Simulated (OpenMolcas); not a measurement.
# doublet AlH+: levels of theory compared

Wanted: a comparison of 3 runs (UHF/3-21G, UB3LYP/3-21G, UPBE0/3-21G) of doublet AlH+. 

The calculation is run with OpenMolcas 26.06.

1 further run of the same task is left out (set aside as unsound or not needed).

### Step 1. Starting point

The species is AlH+ (2 atoms), meant as a doublet with charge +1. As SMILES of the parent species, `[AlH]`. The shape is that of a PBE0-D4/def2-TZVP optimisation. That shape belongs to the parent species and isn't relaxed for this state.

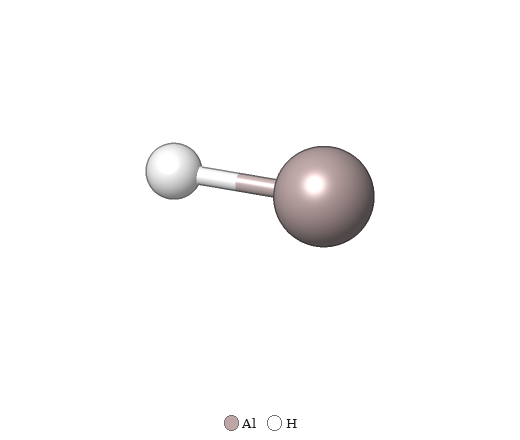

The structure, seen from a chosen angle (aluminium light grey, hydrogen white).

### Step 2. A single-point energy at UHF/3-21G (run 1)

mol.xyz

```xyz
2

Al     0.000000     0.000000    -0.025640
H      0.000000     0.000000     1.639110
```

job.input

```
>>> EXPORT MOLCAS_PRINT=2

&GATEWAY
  BasLib = $CurrDir
  Coord = mol.xyz
  Basis = 3-21G
  Group = NoSym

&SEWARD

&SCF
  UHF
  Charge = 1
  Spin = 2
  Thresholds = 1e-10 1e-07 1e-07 1e-05
  PrOrbitals = 1 1
```

The basis set 3-21G is read from a file made from the Basis Set Exchange's data (not shown).

Started as:

```
$ export MOLCAS_MEM=1860
$ pymolcas job.input > job.log
```

What it wrote:

```text
--- Start Module: gateway ---
[...]
--- Stop Module: gateway /rc=_RC_ALL_IS_WELL_ ---
--- Start Module: seward ---
[...]
      Basis functions           15
--- Stop Module: seward /rc=_RC_ALL_IS_WELL_ ---
--- Start Module: scf ---
[...]
       Convergence after  14 Iterations
[...]
::    Total SCF energy                               -240.8602593590
[...]
      Total spin, S                                     0.5175409064
[...]
      Total electronic charge=   13.000000
      Total            charge=    1.000000
[...]
      Dipole Moment (debye):
      Origin of the operator (angstrom)=    0.0000    0.0000    0.0343
                   X=  8.2308E-16               Y=  3.9300E-15               Z= -5.2008E-01           Total=  5.2008E-01
      Center of Charge (angstrom)
[...]
--- Stop Module: scf /rc=_RC_ALL_IS_WELL_ ---
[...]
```

It took 1.9 s on 1 thread of Arm Neoverse V1, shared host; peak memory 0.37 GiB.

### Step 3. The energy at UB3LYP/3-21G (run 2)

mol.xyz is that of step 2.

job.input

```
&GATEWAY
  BasLib = $CurrDir
  Coord = mol.xyz
  Basis = 3-21G
  Group = NoSym

&SEWARD
  GridInput
  Grid=UltraFine
  End of Grid

&SCF
  UHF
  Charge = 1
  Spin = 2
  KSDFT = B3LYP
  Thresholds = 1e-10 1e-07 1e-07 1e-05
  PrOrbitals = 1 1
```

The basis set 3-21G is read from a file made from the Basis Set Exchange's data (not shown).

Started as:

```
$ export MOLCAS_MEM=1860
$ pymolcas job.input > job.log
```

What it wrote:

```text
--- Start Module: gateway ---
[...]
--- Stop Module: gateway /rc=_RC_ALL_IS_WELL_ ---
--- Start Module: seward ---
[...]
      Basis functions           15
--- Stop Module: seward /rc=_RC_ALL_IS_WELL_ ---
--- Start Module: scf ---
[...]
       Convergence after  16 Iterations
[...]
::    Total KS-DFT energy                            -241.3512270437
[...]
      Total spin, S                                     0.5045311836
[...]
      Total electronic charge=   13.000000
      Total            charge=    1.000000
[...]
      Dipole Moment (debye):
      Origin of the operator (angstrom)=    0.0000    0.0000    0.0343
                   X=  2.6605E-16               Y=  1.2227E-15               Z= -2.8555E-01           Total=  2.8555E-01
      Center of Charge (angstrom)
[...]
--- Stop Module: scf /rc=_RC_ALL_IS_WELL_ ---
[...]
```

Run time: 4.8 s. Hardware: 1 thread of Arm Neoverse V1, shared host; peak memory 0.37 GiB.

### Step 4. The energy at UPBE0/3-21G (run 3)

mol.xyz is that of step 3.

job.input

```
* AlH Kohn-Sham DFT
&GATEWAY
BASLIB = $CurrDir
COORD = mol.xyz
BASIS = 3-21G
GROUP = NoSym
&SEWARD
GRIDINPUT
Grid=UltraFine
End of Grid
&SCF
UHF
CHARGE = 1
SPIN = 2
KSDFT = PBE0
THRESHOLDS = 1e-10 1e-07 1e-07 1e-05
PRORBITALS = 1 1
```

The basis set 3-21G is read from a file made from the Basis Set Exchange's data (not shown).

Started as:

```
$ export MOLCAS_MEM=1860
$ pymolcas job.input > job.log
```

What it wrote:

```text
--- Start Module: gateway ---
[...]
--- Stop Module: gateway /rc=_RC_ALL_IS_WELL_ ---
--- Start Module: seward ---
[...]
      Basis functions           15
--- Stop Module: seward /rc=_RC_ALL_IS_WELL_ ---
--- Start Module: scf ---
[...]
       Convergence after  13 Iterations
[...]
::    Total KS-DFT energy                            -241.2137356118
[...]
      Total spin, S                                     0.5051084810
[...]
      Total electronic charge=   13.000000
      Total            charge=    1.000000
[...]
      Dipole Moment (debye):
      Origin of the operator (angstrom)=    0.0000    0.0000    0.0343
                   X=  1.4734E-15               Y= -7.3285E-17               Z= -2.9773E-01           Total=  2.9773E-01
      Center of Charge (angstrom)
[...]
--- Stop Module: scf /rc=_RC_ALL_IS_WELL_ ---
[...]
```

It took 4.2 s on 1 thread of Arm Neoverse V1, shared host; peak memory 0.37 GiB.

### Step 5. Overview of the runs

```tsv
run	level	integration grid	energy (Eh)	HOMO energy (eV)	LUMO energy (eV)	⟨S²⟩	wall time
1	UHF/3-21G	–	-240.860259	-16.87	-6.64	0.785	1.9 s
2	UB3LYP/3-21G	UltraFine	-241.351227	-13.89	-10.74	0.759	4.8 s
3	UPBE0/3-21G	UltraFine	-241.213736	-14.10	-10.31	0.760	4.2 s
```

### Step 6. Results

| quantity | value |
| --- | --- |
| run 3: total energy | -241.21374 Eh |
| run 3: HOMO energy (highest over α and β) | -14.10 eV |
| run 3: LUMO energy (lowest over α and β) | -10.31 eV |
| run 3: ⟨S²⟩ | 0.760 |

Totals of different functionals can't be ranked against each other. All runs together took 11 s, the longest 4.8 s.
